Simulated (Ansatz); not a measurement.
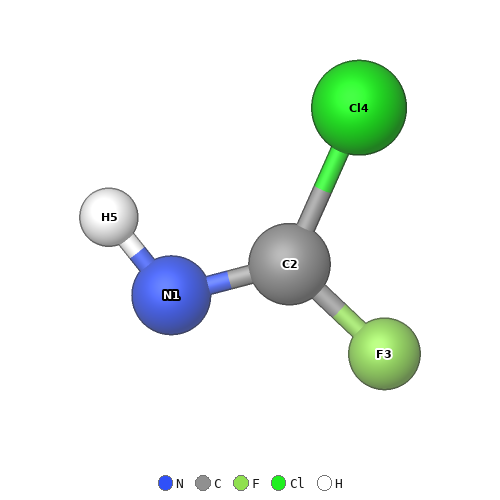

The system is CHClFN, SMILES N=C(F)Cl; the picture shows the reference structure. First axis: angle Cl4–C2–F3. Second axis: angle H5–N1–C2. Nothing is relaxed (all other coordinates rigid). The grid has 15 × 15 points. Points are written as (first, second). Energies: eV, counted from the lowest grid point. All numbers below come from RKS B3LYP-D4/def2-TZVP (Ansatz 0.2.0).

Its coordinates:

```xyz
5

N     0.3201    0.9428    0.2733
C     0.1379   -0.2730    0.1284
F     0.8159   -1.1612    0.8378
Cl   -0.9617   -1.0945   -0.9510
H    -0.2624    1.5123   -0.3300
```

Range: angle Cl4–C2–F3 from 74.8 to 144.8°; angle H5–N1–C2 from 68.4 to 158.4°.

Q: What landscape does the calculation give?

A: The lowest grid point is at (109.8°, 113.4°). It is the only kind of minimum in the scanned range. The highest grid point, (144.8°, 68.4°), lies 6.48 eV above the lowest. Round the minimum the two coordinates are nearly uncoupled.

| angle H5–N1–C2 ↓, angle Cl4–C2–F3 → | 74.8 | 79.8 | 84.8 | 89.8 | 94.8 | 99.8 | 104.8 | 109.8 | 114.8 | 119.8 | 124.8 | 129.8 | 134.8 | 139.8 | 144.8 |
| --- | --- | --- | --- | --- | --- | --- | --- | --- | --- | --- | --- | --- | --- | --- | --- |
| 158.4 | 3.89 | 2.81 | 2.03 | 1.46 | 1.07 | 0.83 | 0.69 | 0.66 | 0.73 | 0.88 | 1.12 | 1.45 | 1.90 | 2.46 | 3.15 |
| 152.0 | 3.77 | 2.70 | 1.91 | 1.35 | 0.96 | 0.71 | 0.58 | 0.55 | 0.61 | 0.76 | 1.00 | 1.34 | 1.78 | 2.34 | 3.04 |
| 145.6 | 3.65 | 2.58 | 1.79 | 1.23 | 0.84 | 0.59 | 0.45 | 0.42 | 0.48 | 0.63 | 0.87 | 1.20 | 1.64 | 2.20 | 2.91 |
| 139.1 | 3.54 | 2.46 | 1.67 | 1.11 | 0.72 | 0.47 | 0.33 | 0.30 | 0.35 | 0.50 | 0.74 | 1.07 | 1.51 | 2.07 | 2.78 |
| 132.7 | 3.44 | 2.37 | 1.57 | 1.01 | 0.61 | 0.36 | 0.22 | 0.18 | 0.24 | 0.38 | 0.61 | 0.94 | 1.38 | 1.95 | 2.68 |
| 126.3 | 3.37 | 2.29 | 1.50 | 0.92 | 0.53 | 0.27 | 0.13 | 0.09 | 0.14 | 0.28 | 0.51 | 0.84 | 1.29 | 1.86 | 2.61 |
| 119.9 | 3.32 | 2.24 | 1.45 | 0.87 | 0.47 | 0.21 | 0.07 | 0.02 | 0.07 | 0.21 | 0.44 | 0.78 | 1.23 | 1.82 | 2.59 |
| 113.4 | 3.32 | 2.24 | 1.44 | 0.86 | 0.46 | 0.20 | 0.05 | 0.00 | 0.05 | 0.18 | 0.42 | 0.76 | 1.22 | 1.83 | 2.64 |
| 107.0 | 3.36 | 2.28 | 1.48 | 0.90 | 0.49 | 0.23 | 0.08 | 0.03 | 0.07 | 0.21 | 0.45 | 0.80 | 1.28 | 1.92 | 2.77 |
| 100.6 | 3.46 | 2.37 | 1.57 | 0.99 | 0.58 | 0.31 | 0.16 | 0.11 | 0.16 | 0.31 | 0.55 | 0.92 | 1.42 | 2.10 | 3.00 |
| 94.1 | 3.62 | 2.54 | 1.73 | 1.15 | 0.74 | 0.47 | 0.32 | 0.28 | 0.33 | 0.48 | 0.74 | 1.13 | 1.66 | 2.39 | 3.37 |
| 87.7 | 3.85 | 2.77 | 1.97 | 1.38 | 0.97 | 0.71 | 0.56 | 0.52 | 0.58 | 0.75 | 1.03 | 1.44 | 2.02 | 2.81 | 3.87 |
| 81.3 | 4.16 | 3.08 | 2.28 | 1.70 | 1.29 | 1.03 | 0.89 | 0.85 | 0.93 | 1.12 | 1.42 | 1.87 | 2.51 | 3.37 | 4.55 |
| 74.9 | 4.56 | 3.48 | 2.68 | 2.11 | 1.71 | 1.45 | 1.32 | 1.30 | 1.39 | 1.60 | 1.95 | 2.44 | 3.14 | 4.10 | 5.42 |
| 68.4 | 5.08 | 4.00 | 3.21 | 2.64 | 2.25 | 2.00 | 1.89 | 1.89 | 2.01 | 2.25 | 2.63 | 3.18 | 3.95 | 5.01 | 6.48 |

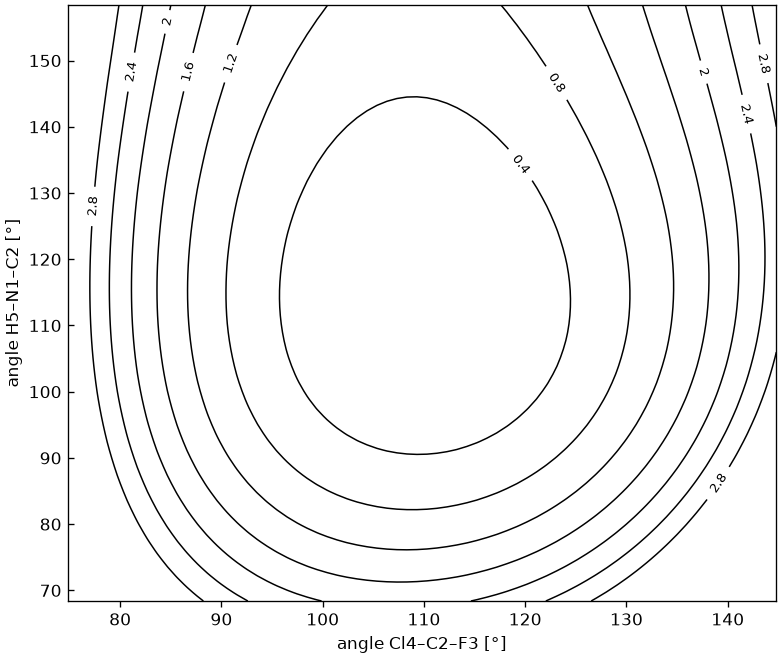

In the figure: contour lines labelled in eV (none above 2.8). Between grid points the surface is interpolated.

The whole map (225 points run) took 9 min on 1 thread of Intel(R) Xeon(R) 6975P-C (Granite Rapids) (shared host).
